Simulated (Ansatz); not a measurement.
## Electronic structure of FGeHNO (charge +1) in real space

The calculation's input:

```
crystal:
  periodic: [false, false, false]
  atoms:
    - symbol: F
      position_ang: [-0.206178, -0.508755, 2.027563]
    - symbol: Ge
      position_ang: [-1.383910, 0.160205, 0.954463]
    - symbol: "N"
      position_ang: [0.206753, -1.032269, -1.221989]
    - symbol: O
      position_ang: [0.207647, 0.069179, -0.700101]
    - symbol: H
      position_ang: [0.989267, -1.047042, -1.948987]
basis:
  gaussian: {orbitals: def2-TZVPD}
total_charge: 1
hamiltonian: {xc: pbe0}
output: {forces: true, orbitals: {seedname: orbitals}}
```

Launched as:

```sh
ansatz run input.yaml --threads 1 --pin off --max-ram 2610MiB --events-out events.jsonl --progress --plain --runs-dir runs
```

Geometry: PBE-D3(BJ)/def2-SVP.

Computed with Ansatz, isolated molecule in a Gaussian basis; Kohn-Sham density functional theory, functional PBE0.

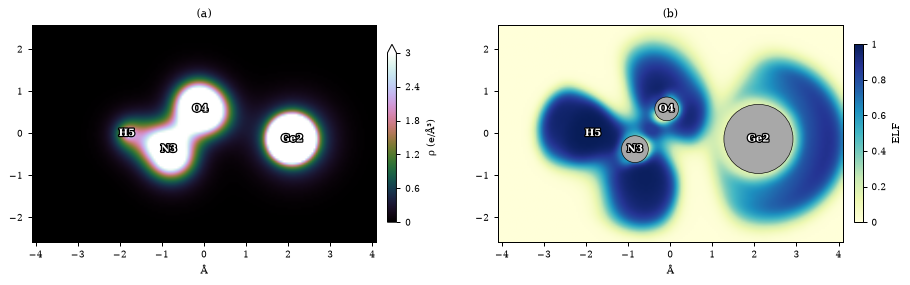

Figure 1. (a) electron density; (b) ELF on the plane of atoms O4, N3 and H5. Grey discs cover the atomic cores in the ELF map.

Q: Interpret the plot.

A:
- Atoms in the plane: Ge, N, O and H.
- N–O (1.22 Å): the density is about 3.5 e/Å³ at the midpoint; the ELF peaks at about 0.85 between the atoms; localised, covalent bonding.
- N–H (1.07 Å): the density is about 2.9 e/Å³ at the midpoint; the ELF climbs to about 1 towards the hydrogen, as it does in any bond to H: a covalent bond by its length.
- The ELF also peaks beside N3 and O4, away from the bonds: lone-pair regions.

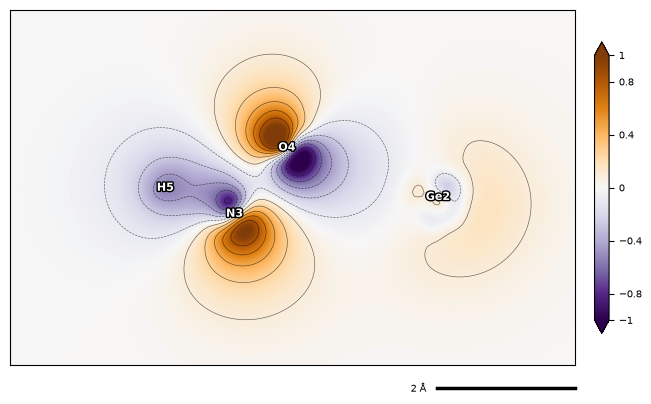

Figure 2. The HOMO on the plane of atoms O4, N3 and H5 (values in Å⁻³ᐟ²; the overall sign is arbitrary).

Q: What is the character of this orbital?

A: By Hirshfeld shares it lies mainly on O4 (about 40 %), N3 (about 40 %), Ge2 (about 10 %) and H5 (about 10 %). Its energy is −13.95 eV.

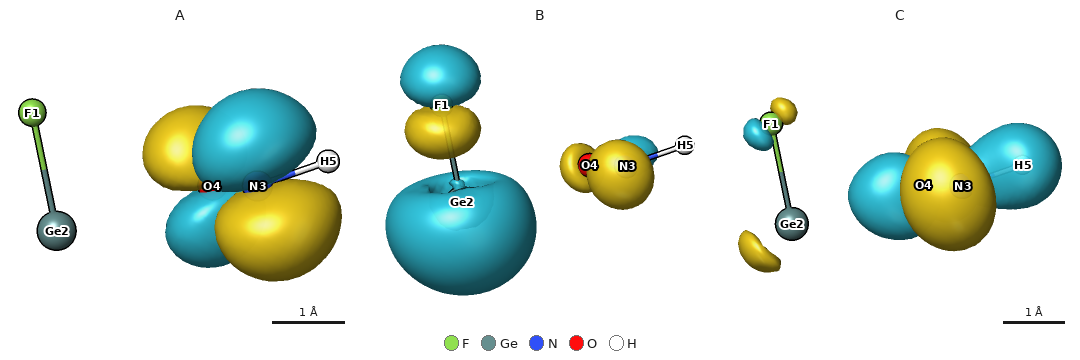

Figure 3. Three frontier orbitals at ±0.15 Å⁻³ᐟ² (yellow and cyan are the two phases), in no order.

Q: Which picture is the HOMO−1, the HOMO and the LUMO?

A: B is the HOMO−1 (−16.17 eV). It lies mainly on Ge2 (about 60 %), F1 (about 30 %) and N3 (about 10 %). C is the HOMO (−13.95 eV). It lies mainly on O4 (about 40 %), N3 (about 40 %), Ge2 (about 10 %) and H5 (about 10 %). A is the LUMO (−9.44 eV). It lies mainly on N3 (about 55 %) and O4 (about 35 %); π-antibonding (π*) across N3–O4.

Q: What is the HOMO–LUMO gap?

A: 4.51 eV between the orbital energies.
